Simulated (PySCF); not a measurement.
# C2H6GeOSi: the cost of one run

Programs: PySCF 2.14.0, with density-fitted response routines of our own. Each step states its level of theory. These are calculated values for one molecule in the gas phase, unless marked as measured. Atoms count from 0, in the outputs and in this text.

## 1. The molecule as given

11 atoms, charge 0, multiplicity 1; geometry from: PBE0-D3(BJ)/def2-SVP.

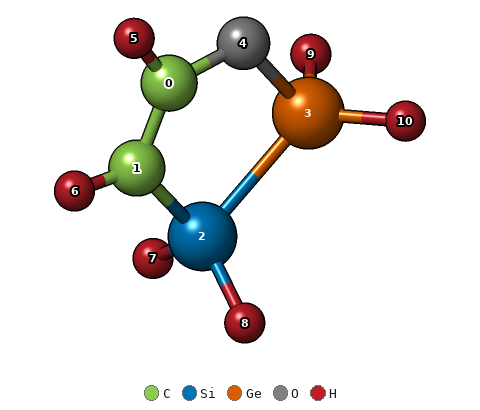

As it starts; carbon green, silicon blue, germanium orange, oxygen grey, hydrogen red, atoms numbered.

## 2. Core-electron binding energies: SCAN, X2C

The job: settings as JSON, then the geometry in Å.

```
{"job": {"kind": "xps"}, "charge": 0, "multiplicity": 1}
C      0.120471     1.540260     0.088261
C     -1.066267     0.897147    -0.031426
Si    -1.017593    -0.954532    -0.130555
Ge     1.350604    -0.871076     0.051570
O      1.326492     0.979302     0.141462
H      0.175616     2.636174     0.153767
H     -1.974754     1.503679    -0.060904
H     -1.497278    -1.549167    -1.415840
H     -1.678293    -1.682335     0.996054
H      2.241494    -1.193660    -1.158918
H      2.047715    -1.319381     1.346456
```

Level: delta-SCF UKS SCAN, pcX-2 on the ionised atom, pcseg-1 elsewhere, spin-free X2C.

Started as:

```console
$ OMP_NUM_THREADS=1 python probes_run.py task.json out
```

One launch serves the whole session: the jobs run in the order shown.

Q: Estimate the wall time and peak memory of this first job on 1 thread of Arm Neoverse V2, shared host.

About 32 s, with a peak of 0.57 GiB.
